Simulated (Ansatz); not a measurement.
Input

```
crystal:
  periodic: [false, false, false]
  atoms:
    - {symbol: B, position_ang: [-3.264181, 0.763398, 2.638476]}
    - {symbol: O, position_ang: [0.222237, -1.242427, 2.488677]}
    - {symbol: Sn, position_ang: [-1.115126, -0.148327, 1.916870]}
basis:
  gaussian: {orbitals: def2-TZVPD}
magnetization: {spin_polarized: true, initial_magnetization: 1}
hamiltonian: {xc: {name: PBE0}}
output: {forces: true, orbitals: {seedname: orbitals}}
```

Run with:

```sh
ansatz run input.yaml --threads 2 --pin off --max-ram 4350MiB --events-out events.jsonl --progress --plain --runs-dir runs
```

Geometry: PBE0-D4/def2-TZVP; core potentials replace the inner electrons of Sn.

Theory: isolated molecule in a Gaussian basis; Kohn-Sham density functional theory, functional PBE0 (Ansatz).

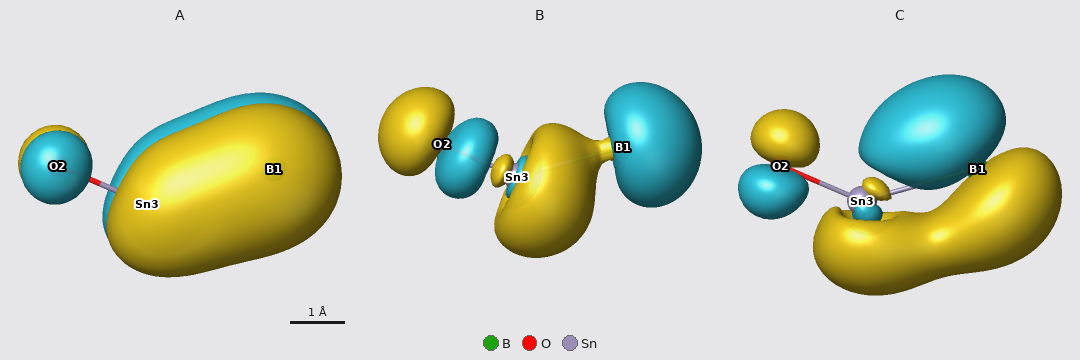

BOSn (SMILES [B]=[Sn]=[O]) (doublet). Three frontier orbitals at ±0.08 Å⁻³ᐟ² (yellow and cyan are the two phases), in no order.

Q: Which picture is the HOMO−1, the HOMO and the LUMO? All are α orbitals.

A: B is the HOMO−1 (α) (−7.83 eV). By Hirshfeld shares it lies mainly on O2 (about 35 %), B1 (about 35 %) and Sn3 (about 30 %); it is symmetric in the molecular plane (an in-plane orbital: σ, lone-pair or in-plane π type). C is the HOMO (α) (−6.22 eV). It lies mainly on B1 (about 60 %), Sn3 (about 25 %) and O2 (about 10 %); it is symmetric in the molecular plane (an in-plane orbital: σ, lone-pair or in-plane π type). A is the LUMO (α) (−3.96 eV). Its weight (Hirshfeld) is mainly on B1 (about 55 %), Sn3 (about 35 %) and O2 (about 10 %); it changes sign across the molecular plane (π type); π-bonding across B1–Sn3.

Q: What is the gap between the highest occupied and lowest empty α orbitals?

A: 2.26 eV between the orbital energies.
